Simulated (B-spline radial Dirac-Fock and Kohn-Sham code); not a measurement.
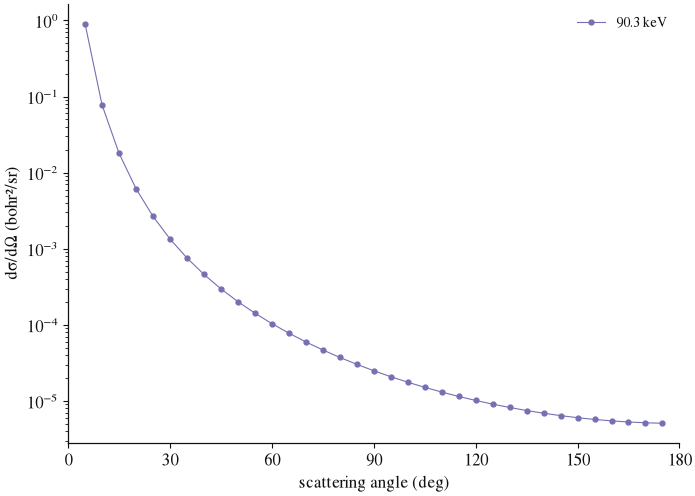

Differential cross section for elastic electron scattering against angle at 90.3 keV, computed at the marked angles. Species: atomic Zn. Computed with a B-spline radial code: Dirac partial waves in the static Dirac–Fock field with Furness–McCarthy exchange, no polarisation or absorption.

What does this calculation give for the integrated and first transport cross sections at 90.3 keV, and for the share scattered backwards?

0.243 and 9.80 × 10⁻⁴ bohr²; 0.030 % goes into the backward hemisphere.

By what factor does the cross section at 90.3 keV drop from 5° to 175°?

From 0.900 to 5.1 × 10⁻⁶ bohr²/sr, a factor of 180000.

Where are the minima at 90.3 keV?

There is no marked minimum on this grid.
